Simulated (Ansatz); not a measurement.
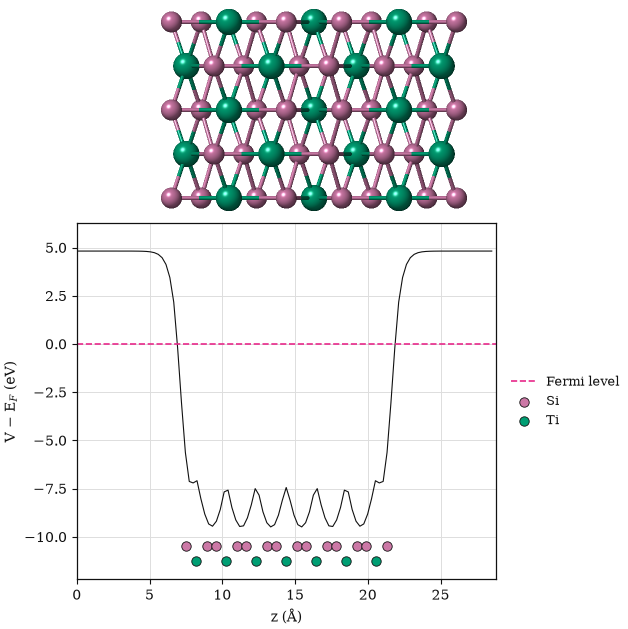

Plane-averaged electrostatic potential energy of an electron across the slab; circles at the bottom mark the heights of the atoms. The structure is drawn too.

System: a (010) slab cut from TiSi2 (Fddd), unrelaxed, ended by Si planes, 21 atoms in the cell.

```xyz
21
Lattice="4.7807 0.0000 0.0000 -2.3903 4.2581 0.0000 0.0000 0.0000 28.7858" Properties=species:S:1:pos:R:3 pbc="T T T"
Si    0.0000    0.0000    7.5000
Ti    1.1952    2.1291    8.2189
Si    2.3903    0.0000    8.9378
Si   -1.1952    2.1291    9.5580
Ti    0.0000    0.0000   10.2769
Si    1.1952    2.1291   10.9958
Si    2.3903    0.0000   11.6160
Ti   -1.1952    2.1291   12.3349
Si    0.0000    0.0000   13.0538
Si    1.1952    2.1291   13.6740
Ti    2.3903    0.0000   14.3929
Si   -1.1952    2.1291   15.1118
Si    0.0000    0.0000   15.7320
Ti    1.1952    2.1291   16.4509
Si    2.3903    0.0000   17.1698
Si   -1.1952    2.1291   17.7900
Ti    0.0000    0.0000   18.5089
Si    1.1952    2.1291   19.2278
Si    2.3903    0.0000   19.8480
Ti   -1.1952    2.1291   20.5669
Si    0.0000    0.0000   21.2858
```

Level of theory: DFT r2SCAN, scalar-relativistic, plane waves, PAW, no spin polarisation, 8×8×1 k mesh, 500 eV cutoff; code Ansatz.

Q: Read off the work function of each face.

A: The work function is 4.82 eV, the same on both faces. The two vacuum levels agree, so the slab has no net dipole along its normal.

Q: How thick are slab and vacuum?

A: The outermost atoms are 13.8 Å apart, which leaves 15.0 Å of vacuum in a cell 28.8 Å high.

The atoms aren't at rest in this cell (largest force 0.7 eV/Å), so the relaxed material can differ.
